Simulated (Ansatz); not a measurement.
Starting cell, Mo$_{3}$Os (A15, Cr3Si type):

```
Mo3Os
1.0
    4.91589     0.00000     0.00000
    0.00000     4.91589     0.00000
    0.00000     0.00000     4.91589
Mo Os
6 2
Direct
  0.25000   0.00000   0.50000
  0.75000   0.00000   0.50000
  0.50000   0.75000   0.00000
  0.50000   0.25000   0.00000
  0.00000   0.50000   0.75000
  0.00000   0.50000   0.25000
  0.00000   0.00000   0.00000
  0.50000   0.50000   0.50000
```

The atoms are displaced by Q × the pattern below (from a DFPT mode at Γ, largest move 1; Q in Å), at fixed cell. It is one choice among 3 degenerate patterns.

| atom | x | y | z |
|---|---|---|---|
| Mo3 | 0.000 | 0.000 | -1.000 |
| Mo4 | 0.000 | 0.000 | 1.000 |
| Mo5 | 0.000 | -1.000 | 0.000 |
| Mo6 | 0.000 | 1.000 | 0.000 |

Atoms not listed stay in place.

Calculation: LDA (plane waves to 420 eV, PAW, scalar-relativistic; Ansatz, a program for electronic structure). k mesh 10×10×10 (Γ-centred), Fermi-Dirac smearing 0.05 eV. The energy includes the smearing's −TS. With partly filled bands, energies and forces of such displacements shift with the k mesh and the smearing. Mo3Os is run without spin polarisation. Mo3Os was relaxed with its symmetry unable to fall. Spin-orbit coupling is left out, though Os is heavy. ΔE is measured from the undisplaced structure.

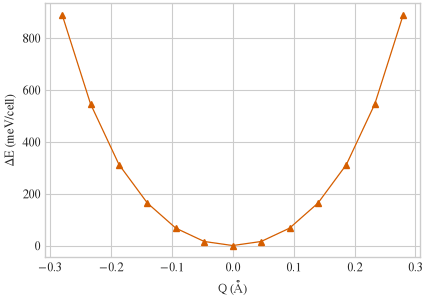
ΔE (meV/cell) against Q (Å); computed points joined by lines.

**Question.** What is the energy change at Q = 0.280 Å?

**Answer.** About 890 meV/cell.

**Question.** What harmonic wavenumber does the curvature at Q = 0 give?

**Answer.** About 99 cm⁻¹.

(For displaced atoms, the force is minus the slope of the energy, and its curvature is a force constant, which sets phonon frequencies.)
